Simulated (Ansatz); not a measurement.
# CH2GeN (SMILES N#[C][GeH2]): UBLYP/def2-SVPD

What is the electronic atomisation energy of CH2GeN at UBLYP/def2-SVPD? 

The calculation is run with Ansatz 0.2.0.

57 further runs of the same task are left out: 57 set aside as unsound or not needed.

## 1. The molecule

The species is CH2GeN (5 atoms), meant as a doublet with charge 0. SMILES: `N#[C][GeH2]`. The shape is that of a PBE0-D4/def2-TZVP optimisation.

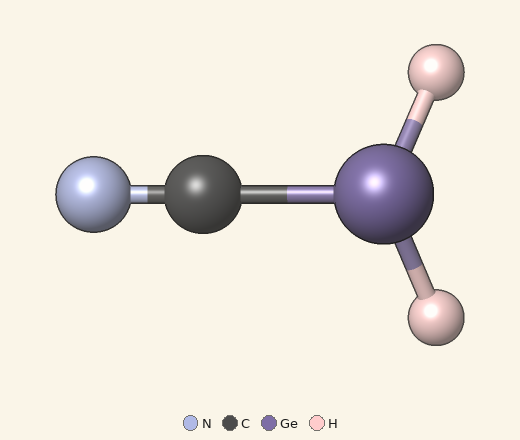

The structure, seen from a chosen angle (nitrogen light blue, carbon dark grey, germanium purple, hydrogen pink).

## 2. A single-point energy at UBLYP/def2-SVPD

in.yaml

```yaml
crystal:
  periodic: [false, false, false]
  atoms:
    - {symbol: N, position_ang: [1.590700, -1.029300, 1.293200]}
    - {symbol: C, position_ang: [0.838400, -0.535900, 0.570400]}
    - {symbol: Ge, position_ang: [-0.315900, 0.241400, -0.740100]}
    - {symbol: H, position_ang: [-1.658900, -0.498000, -0.695900]}
    - {symbol: H, position_ang: [-0.404300, 1.748400, -0.468900]}
basis:
  gaussian:
    orbitals: def2-SVPD
output:
  orbitals: {seedname: orbitals}
magnetization:
  spin_polarized: true
  initial_magnetization: 1
hamiltonian:
  xc: {name: BLYP}
accuracy: high
```

Started as:

```console
$ ansatz run in.yaml --threads 1 --pin off --max-ram 3480MiB --events-out events.jsonl --progress --plain --runs-dir runs
```

Standard output:

```text
Warning: RAYON_NUM_THREADS=1 ignored (pool sized by the plan → 1); use --threads N
Functional definition: BLYP
  name "BLYP"
  parameter beta = 0.0042
  parameter a = 0.04918
  parameter b = 0.132
  parameter c = 0.2533
  parameter d = 0.349
  exchange = b88_x(beta = beta)
  correlation = lyp_c(a = a, b = b, c = c, d = d)
1836 factors; integrals over basis functions are off by at most 4.0e-9 eV
mean field evaluation 1: about -59060.3905 eV, gradient 4.0e1 eV
mean field evaluation 2: about -58952.0934 eV, gradient 1.2e2 eV
mean field evaluation 4: about -59064.8262 eV, gradient 2.7e1 eV
mean field evaluation 8: about -59067.8217 eV, gradient 4.7e-2 eV
mean field evaluation 16: about -59067.8186 eV, gradient 6.5e-5 eV
mean field -59067.81863459 eV, -2170.7022972158 hartree, gradient 2.0e-8 eV, S^2 0.751529; 0 other end points of the search recorded, 0 dependent functions left out
reference -59067.81868464 eV, -2170.7022990551 hartree; 24, 23 occupied and 70, 71 virtual orbitals, 1836 factors
Total energy: -59067.81868464 eV, -2170.7022990551 hartree
```

Wall time 8.7 s (1 thread of Arm Neoverse V2, shared host); peak memory 0.27 GiB.

## 3. The C atom at the same level

in.yaml

```yaml
crystal:
  periodic: [false, false, false]
  atoms:
    - symbol: C
      position_ang: [0.000000, 0.000000, 0.000000]
basis:
  gaussian: {orbitals: def2-SVPD}
magnetization: {spin_polarized: true, initial_magnetization: 2}
hamiltonian: {xc: {name: BLYP}}
accuracy: high
```

Run the same way, it converges to -37.80174 Eh (log not shown).

## 4. The Ge atom at the same level

in.yaml

```yaml
crystal:
  periodic: [false, false, false]
  atoms:
    - {symbol: Ge, position_ang: [0.000000, 0.000000, 0.000000]}
basis:
  gaussian:
    orbitals: def2-SVPD
hamiltonian:
  xc: {name: BLYP}
accuracy: high
magnetization:
  spin_polarized: true
  initial_magnetization: 2
```

Run the same way, it converges to -2076.72050 Eh (log not shown).

## 5. The H atom

molecule.yaml

```yaml
crystal:
  periodic: [false, false, false]
  atoms:
    - {symbol: H, position_ang: [0.000000, 0.000000, 0.000000]}
basis:
  gaussian: {orbitals: def2-SVPD}
hamiltonian: {xc: {name: BLYP}}
accuracy: high
magnetization: {spin_polarized: true, initial_magnetization: 1}
```

Run the same way, it converges to -0.49640 Eh (log not shown).

## 6. The N atom at the same level

input.yaml

```yaml
crystal:
  periodic: [false, false, false]
  atoms:
    - {symbol: N, position_ang: [0.000000, 0.000000, 0.000000]}
basis:
  gaussian: {orbitals: def2-SVPD}
accuracy: high
hamiltonian: {xc: {name: BLYP}}
magnetization: {spin_polarized: true, initial_magnetization: 3}
```

Run the same way, it converges to -54.52339 Eh (log not shown).

## 7. What came out

Level: UBLYP/def2-SVPD.

| quantity | value |
| --- | --- |
| molecule: total energy | -2170.70230 Eh |
| molecule: HOMO energy (highest over α and β) | -5.87 eV |
| molecule: LUMO energy (lowest over α and β) | -4.77 eV |
| molecule: ⟨S²⟩ | 0.752 |
| C atom: total energy | -37.80174 Eh |
| C atom: ⟨S²⟩ | 2.003 |
| Ge atom: total energy | -2076.72050 Eh |
| Ge atom: ⟨S²⟩ | 2.002 |
| H atom: total energy | -0.49640 Eh |
| H atom: ⟨S²⟩ | 0.750 |
| N atom: total energy | -54.52339 Eh |
| N atom: ⟨S²⟩ | 3.753 |
| electronic atomisation energy | 18.065 eV |

What this shows: Taking the molecule apart into free atoms costs 18.06 eV (1743 kJ/mol), before zero-point energy and without spin-orbit coupling.
